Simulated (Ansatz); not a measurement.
**SiH₂ (triplet): inputs that go wrong at angle H2–Si1–H3 = 68.9°**

3 inputs are run for SiH₂ (triplet) as typed; the log has to tell whether the result can be used and what must change.

The runs use Ansatz 0.2.0, Gaussian basis; the settings change from run to run.

10 further runs of the same task are left out: 1 for a mislabelled method, 5 that didn't finish, 4 set aside as unsound or not needed.

**1. The geometry**

The geometry derives from a PBE0/def2-TZVP stationary point (not a proven minimum). One angle is set to the value named; bond lengths are kept.

3 atoms, charge 0, spin multiplicity 3.

Atoms are counted from 1 here; the program's logs count them from 0.

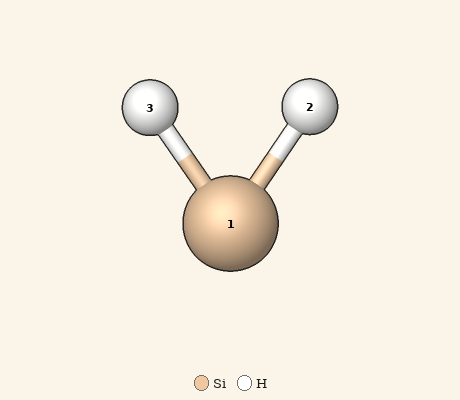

The geometry (silicon light orange, hydrogen white); atoms are numbered from 1 in the order of the file.

**2. Try 1**

Contents of in.yaml:

```yaml
crystal:
  periodic: [false, false, false]
  atoms:
    - {symbol: Si, position_ang: [0.000000, -0.082065, 0.000000]}
    - {symbol: H, position_ang: [0.000000, 1.143343, -0.840626]}
    - {symbol: H, position_ang: [0.000000, 1.143343, 0.840626]}
basis:
  gaussian: {orbitals: cc-pVDZ}
correlation: {method: fic_mrcisd_q, electrons: all, active_space: {window: {electrons: 4, orbitals: 4}}}
accuracy: high
magnetization: {spin_polarized: true, initial_magnetization: 2}
```

Command:

```sh
$ ansatz run in.yaml --threads 1 --pin off --events-out ev --progress --plain --max-ram 2393MiB
```

The program printed:

```text
Error: invalid value for `correlation.active_space`: it starts from restricted Hartree–Fock orbitals; set hamiltonian.xc: hf without magnetization.spin_polarized
```

Wall time 0.03 s (1 thread of Arm Neoverse V1, shared host).

**Diagnosis.** The run was refused. An active space is asked on unrestricted orbitals. To mend it, drop spin_polarized: true.

**3. Try 2**

Contents of in.yaml:

```yaml
crystal:
  periodic: [false, false, false]
  atoms:
    - {symbol: Si, position_ang: [0.000000, -0.082065, 0.000000]}
    - {symbol: H, position_ang: [0.000000, 1.143343, -0.840626]}
    - {symbol: H, position_ang: [0.000000, 1.143343, 0.840626]}
basis:
  gaussian: {orbitals: STO-3G}
magnetization: {spin_polarized: false, initial_magnetization: 2}
correlation: {method: fic_mrcisd_q_relaxed, electrons: all, active_space: {window: {electrons: 12, orbitals: 7}}}
nroots: 3
```

Launched as before.

The program printed:

```text
Error: YAML parse error: error: line 11 column 1: unknown field `nroots`, expected one of crystal, accuracy, basis, kpoints, hamiltonian, magnetization, projection, total_charge, correlation, batch, efield, external_charges, scf, relax, neb, saddle, md, ramp, phonons, dielectric, real_time, elastic, magnetic_configurations, gw, evaluate, workflow, output, checkpoint, execution
  --> <input>:11:1
   |
 9 | magnetization: {spin_polarized: false, initial_magnetization: 2}
10 | correlation: {method: fic_mrcisd_q_relaxed, electrons: all, activ…
11 | nroots: 3
   | ^ unknown field `nroots`, expected one of crystal, accuracy, basis, kpoints, hamiltonian, magnetization, projection, total_charge, correlation, batch, efield, external_charges, scf, relax, neb, saddle, md, ramp, phonons, dielectric, real_time, elastic, magnetic_configurations, gw, evaluate, workflow, output, checkpoint, execution
```

It took 0.03 s on 1 thread of Arm Neoverse V1, shared host.

What is wrong: The run was refused. The input holds a key that the program doesn't read here. To mend it, remove it or spell it as the reference does.

**4. Try 3**

Contents of in.yaml:

```yaml
crystal:
  periodic: [false, false, false]
  atoms:
    - {symbol: Si, position_ang: [0.000000, -0.155078, 0.000000]}
    - {symbol: H, position_ang: [0.000000, 2.160575, -1.588531]}
    - {symbol: H, position_ang: [0.000000, 2.160575, 1.588531]}
basis:
  gaussian: {orbitals: "6-31++G**"}
magnetization: {spin_polarized: false, initial_magnetization: 2}
correlation: {method: sc_nevpt2, electrons: valence, active_space: {window: {electrons: 6, orbitals: 5}, states: [{multiplicity: 3, weights: [1, 1, 1]}, {multiplicity: 5, weights: [1]}], root: 1}}
```

Same command.

The program printed, shortened:

```text
Functional definition: HF
  name "HF"
  cite "Fock, Z. Phys. 61, 126 (1930) doi:10.1007/BF01340294"
  parent pbe
[...]
526 factors; integrals over basis functions are off by at most 1.2e-7 eV
[...]
mean field -7885.47170049 eV, -289.7857400285 hartree, gradient 2.3e-6 eV, S^2 2.000000; 21 other end points of the search recorded, 0 dependent functions left out
reference -7884.98906568 eV, -289.7680035261 hartree; 9, 7 occupied and 26, 28 virtual orbitals, 526 factors
state -7886.65955420 eV, -289.8293928471 hartree
state -7886.54782430 eV, -289.8252868490 hartree
state -7885.44144965 eV, -289.7846283303 hartree
state -7886.65955420 eV, -289.8293928471 hartree; corrected -7887.82405108 eV, -289.8721873180 hartree
state -7886.54782430 eV, -289.8252868490 hartree; corrected -7887.71391919 eV, -289.8681400457 hartree
[...]
state -7886.84392961 eV, -289.8361685183 hartree
state -7886.43585033 eV, -289.8211718814 hartree
state -7885.41214427 eV, -289.7835513776 hartree
state -7886.84392961 eV, -289.8361685183 hartree; corrected -7888.05093432 eV, -289.8805251235 hartree
state -7886.43585033 eV, -289.8211718814 hartree; corrected -7887.60905729 eV, -289.8642864419 hartree
state -7885.41214427 eV, -289.7835513776 hartree; corrected -7886.60366051 eV, -289.8273387919 hartree
state -7886.15694971 eV, -289.8109224726 hartree
state -7886.15694971 eV, -289.8109224726 hartree; corrected -7887.29391020 eV, -289.8527050002 hartree
state -7886.65955420 eV, -289.8293928471 hartree; corrected -7887.82405108 eV, -289.8721873180 hartree
state -7886.54782430 eV, -289.8252868490 hartree; corrected -7887.71391919 eV, -289.8681400457 hartree
state -7885.44144965 eV, -289.7846283303 hartree; corrected -7886.62488755 eV, -289.8281188711 hartree
state -7886.37418784 eV, -289.8189058268 hartree; corrected -7887.49708313 eV, -289.8601714676 hartree
Total energy: -7887.71391919 eV, -289.8681400457 hartree
```

Run time: 2 s. Hardware: 1 thread of Arm Neoverse V1, shared host.

**Diagnosis.** The run converged, which proves nothing about the input. The coordinates are scaled by the bohr-ångström factor. The shortest distance is 2.81 Å, against 1.49 Å in the geometry of step 1. Its energy belongs to another geometry. To mend it, restore the coordinates in ångström.

**5. How the runs ended**

```tsv
try	level	ended	cause	time
1	MRCISD+Q(4,4)/cc-pVDZ	refused	an active space is asked on unrestricted orbitals	0.03 s
2	MRCISD+Q(relaxed)(12,7)/STO-3G	refused	the input holds a key that the program doesn't read here	0.03 s
3	NEVPT2(6,5)/6-31++G**	converged	the coordinates are scaled by the bohr-ångström factor	2 s
```

2 refused, 1 converged. The input that converges on a wrong geometry or spin is the dangerous one: no error points at it, so geometry and ⟨S²⟩ have to be checked.
